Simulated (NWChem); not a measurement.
# B3LYP/def2-TZVPD (core potential) run of InH3 (SMILES [InH3])

Aim: the vertical ionisation energy of InH3 at B3LYP/def2-TZVPD (core potential), from 2 runs. 

The calculation is run with NWChem 7.3.0.

4 further runs of the same task are left out: 1 that didn't finish, 3 set aside as unsound or not needed.

### Step 1. The system as given

InH3: 4 atoms, total charge 0, spin state singlet. SMILES: `[InH3]`. The coordinates come from a PBE0-D4/def2-TZVP relaxation.

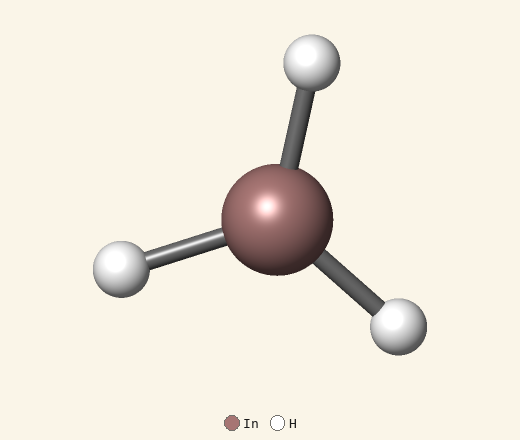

Viewed from a chosen angle; indium brown, hydrogen white.

### Step 2. The energy at B3LYP/def2-TZVPD (core potential)

The input, h3in.nw:

```
start h3in
title "H3In"
memory stack 880 mb heap 220 mb global 1100 mb
charge 0

geometry units angstroms noautosym nocenter noautoz
In    0.013900   -0.015100   -0.005100
H     0.415500    1.516000    0.678200
H    -1.095600   -0.107300   -1.321400
H     0.721800   -1.454000    0.628000
end

basis "ao basis" spherical bse
* library def2-TZVPD
end

ecp bse
In library def2-TZVPD
end

dft
xc b3lyp
grid fine
convergence energy 1e-08
maxiter 100
mulliken
noprint "final vectors analysis"
end

task dft energy
```

Started as:

```sh
nwchem h3in.nw > h3in.out
```

Output (excerpt; [...] marks lines left out):

```text
[...]
          Wavefunction type:  closed shell.
          No. of atoms     :     4
          No. of electrons :    24
[...]
          Charge           :     0
          Spin multiplicity:     1
[...]
          AO basis - number of functions:    83
[...]
              XC Information
              --------------
                         B3LYP Method XC Potential
                     Hartree-Fock (Exact) Exchange  0.200
                        Slater Exchange Functional  0.800 local
                    Becke 1988 Exchange Functional  0.720 non-local
              Lee-Yang-Parr Correlation Functional  0.810
                  VWN I RPA Correlation Functional  0.190 local
[...]
 d= 0,ls=0.0,diis     1   -191.9510688323 -2.12D+02  1.32D-02  1.06D-01     0.9
[...]
 d= 0,ls=0.0,diis     7   -191.9659256183 -4.85D-10  3.93D-08  2.61D-12     4.5
         Total DFT energy =     -191.965925618251
      One electron energy =     -375.960915637284
           Coulomb energy =      181.975418001789
    Exchange-Corr. energy =      -17.849282513012
 Nuclear repulsion energy =       19.868854530256
[...]
      Total Density - Mulliken Population Analysis
     ---------------------------------------------
    Atom       Charge   Shell Charges
 -----------   ------   -------------------------------------------------------
    1 In  21    20.49   0.40 -0.84  1.63  0.81  0.95  0.29  0.00 -0.41  6.40  0.68  0.43  0.10  8.79  1.15  0.09  0.01  0.00  0.01
    2 H    1     1.17   0.23  0.53  0.40  0.01  0.00
    3 H    1     1.17   0.23  0.53  0.40  0.01  0.00
    4 H    1     1.17   0.23  0.53  0.40  0.01  0.00
[...]
```

Wall time 5.1 s (1 thread of AMD EPYC 9R45 (Zen 5), shared host); peak memory 0.12 GiB.

### Step 3. The doublet cation at the same level

The input, mymol.nw:

```
start mymol
memory stack 880 mb heap 220 mb global 1100 mb
charge 1

geometry noautosym nocenter noautoz
   In    0.013900   -0.015100   -0.005100
   H     0.415500    1.516000    0.678200
   H    -1.095600   -0.107300   -1.321400
   H     0.721800   -1.454000    0.628000
end

basis "ao basis" spherical bse
   * library def2-TZVPD
end

ecp bse
   In library def2-TZVPD
end

dft
   xc b3lyp
   mult 2
   grid fine
   convergence energy 1e-08
   iterations 100
   mulliken
   print low
end

task dft energy
```

Started as:

```sh
nwchem mymol.nw > mymol.out
```

Output (excerpt; [...] marks lines left out):

```text
[...]
 d= 0,ls=0.0,diis     1   -191.4444084305 -2.11D+02  1.23D-02  4.01D-01     1.1
[...]
 d= 0,ls=0.5,diis    90   -191.5767059407 -3.56D-09  5.47D-06  1.05D-06    77.2
[...]
         Total DFT energy =     -191.576706345560
      One electron energy =     -369.298885465764
           Coulomb energy =      175.426944755959
    Exchange-Corr. energy =      -17.573620166011
 Nuclear repulsion energy =       19.868854530256
[...]
      Total Density - Mulliken Population Analysis
     ---------------------------------------------
    Atom       Charge   Shell Charges
 -----------   ------   -------------------------------------------------------
    1 In  21    20.21   0.40 -0.85  1.63  0.81  1.07  0.24 -0.01 -0.41  6.40  0.58  0.30  0.01  8.80  1.14  0.07  0.00  0.00  0.02
    2 H    1     0.83   0.20  0.46  0.16  0.01  0.00
    3 H    1     1.04   0.22  0.51  0.30  0.01  0.00
    4 H    1     0.92   0.20  0.48  0.22  0.01  0.00
[...]
      <S2> =      0.7730 (Exact =     0.7500)
[...]
```

It took 79 s on 1 thread of AMD EPYC 9R45 (Zen 5), shared host; peak memory 0.12 GiB.

### Step 4. Results

At B3LYP/def2-TZVPD (core potential):

| quantity | value |
| --- | --- |
| singlet InH3: total energy | -191.96593 Eh |
| singlet InH3: dipole moment | 0.00 D |
| doublet cation: total energy | -191.57671 Eh |
| doublet cation: ⟨S²⟩ | 0.773 |
| vertical ionisation energy (to the doublet cation) | 10.591 eV |

**Reading.** Removing an electron at fixed nuclei costs 10.59 eV (1022 kJ/mol). Mulliken charges (doublet cation) run from -0.04 on H3 to +0.79 on In1; in a basis this large or diffuse they mean little.
